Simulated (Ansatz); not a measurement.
**TiC: response to strain**

The reference is TiC in the rock salt structure (space group Fm-3m, No. 225; a = 4.328 Å; relaxed with 0.1 eV smearing). Axes: x, y, z lie along the cube axes.

Strains are applied to the cell and any free atomic positions relax; under biaxial strain the out-of-plane vector relaxes too.

All numbers come from r2SCAN/PAW in Ansatz (a first-principles code), no spin-orbit coupling.

Notes on the quantities. energy relative to the base: free energy F.

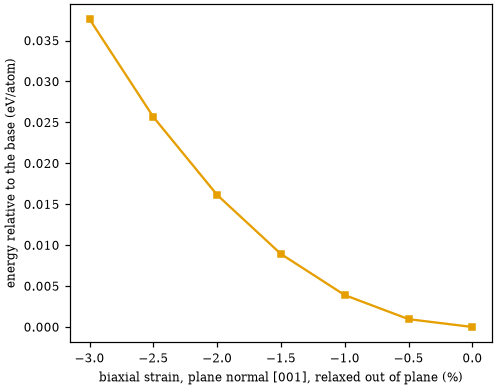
Fig. 1. Energy relative to the base against biaxial strain, plane normal [001], relaxed out of plane

**Question.** From the plot, what is the energy relative to the base for biaxial strain −2.00 %, plane normal [001], relaxed out of plane?

**Answer.** About 0.016 eV/atom.

**Question.** Is the trend monotonic over the range shown?

**Answer.** Yes, it falls throughout, spanning 0 meV/atom to +38 meV/atom.

No phonon test of stability was made. All final runs are without spin polarisation.
